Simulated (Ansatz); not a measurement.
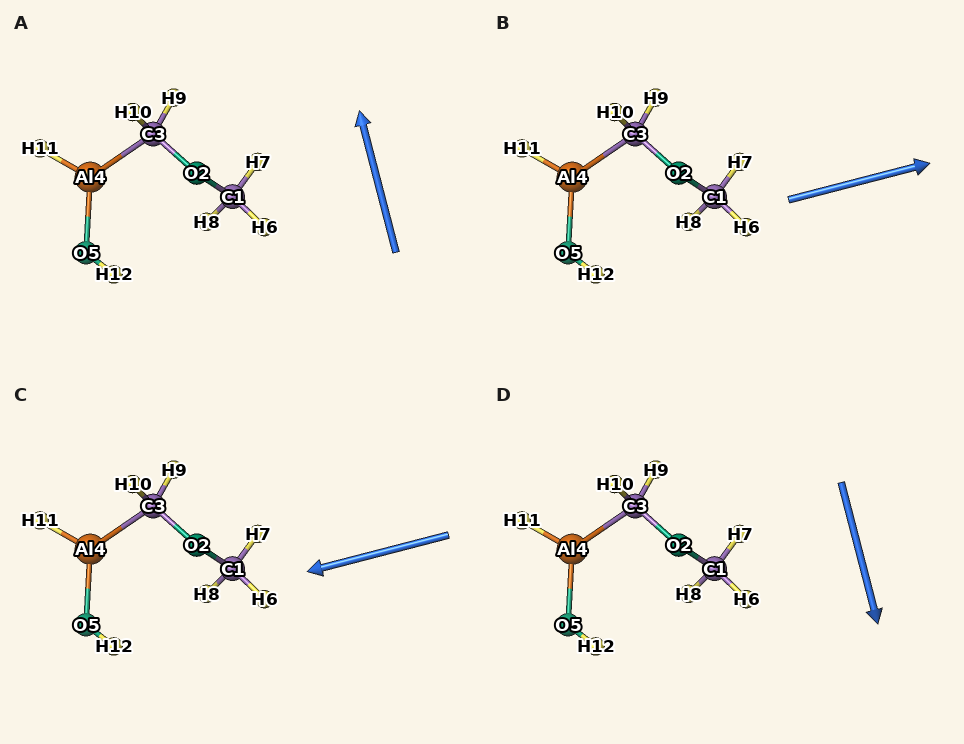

The same molecule four times, each with an arrow. Computed geometry: PBE-D4/def2-SVP optimisation. No frequency run is at hand to confirm it as a minimum. Level of theory: RKS PBE-D4/def2-SVP (Ansatz 0.2.0).

Which arrow points along the dipole moment, from the negative to the positive end?

Answer. B. The dipole moment is 1.43 D; it points from the side of H11 to the side of H6, H7 (the outermost atoms at the two ends).
